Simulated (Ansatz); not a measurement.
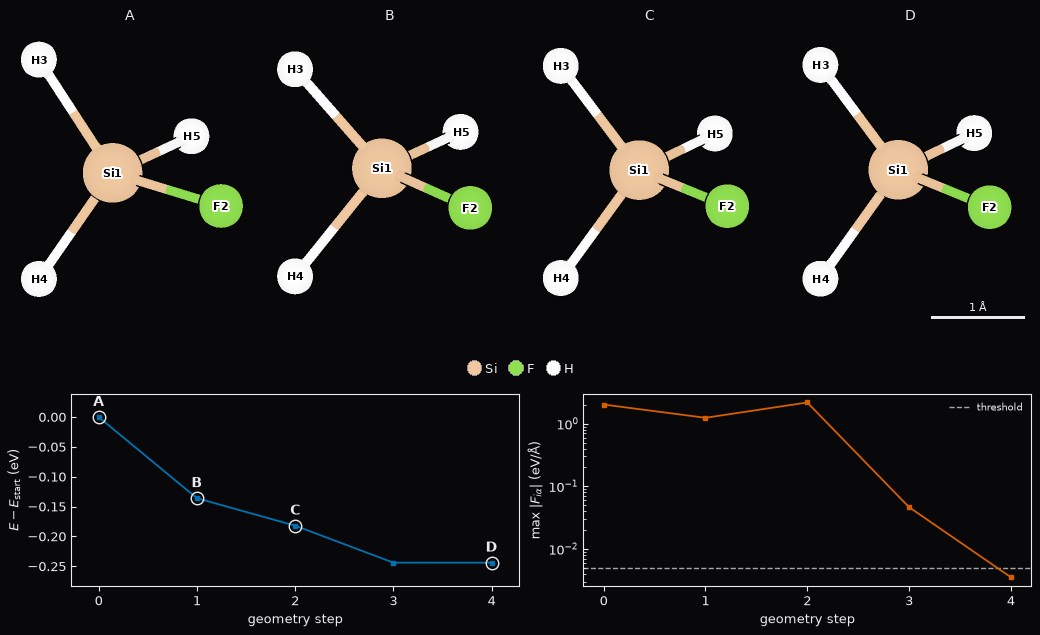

Frames of a relaxation of SiH$_{3}$F, marked on the history of the run. The picture is a ball-and-stick view, seen at a tilt.

It is one of the separated reactants of a reaction.

Level of theory: Ansatz, RKS PBE0-D4/def2-TZVP. Set-up: force threshold 0.005 eV/Å; at most 200 steps.

Describe the path.

Answer. The largest move after the best rigid fit is that of F2, 0.13 Å. By element the largest moves are F 0.13 Å, Si 0.12 Å, H 0.11 Å. Near-neighbour distances that change, for instance: Si1–F2 1.618 → 1.600 Å, Si1–H5 1.499 → 1.482 Å, Si1–H3 1.487 → 1.482 Å. Bond angles that change, for instance: F2–Si1–H5 99.0° → 108.3°, F2–Si1–H3 116.4° → 108.3°, H3–Si1–H5 103.7° → 110.6°. After 4 geometry steps the energy has fallen by 0.244 eV. The largest force component goes from 2 to 0.0035 eV/Å. From step 0 to 1: Si1 moves most (0.18 Å), energy −0.136 eV. From step 1 to 2: H5 moves most (0.08 Å), energy −0.046 eV. From step 2 to 4: F2 moves most (0.04 Å), energy −0.062 eV.

```
step  E − E(0), eV  largest force component, eV/Å
   0        0.0000                         2.0237
   1       -0.1359                         1.2428
   2       -0.1819                         2.1820
   3       -0.2438                         0.0464
   4       -0.2439                         0.0035
```
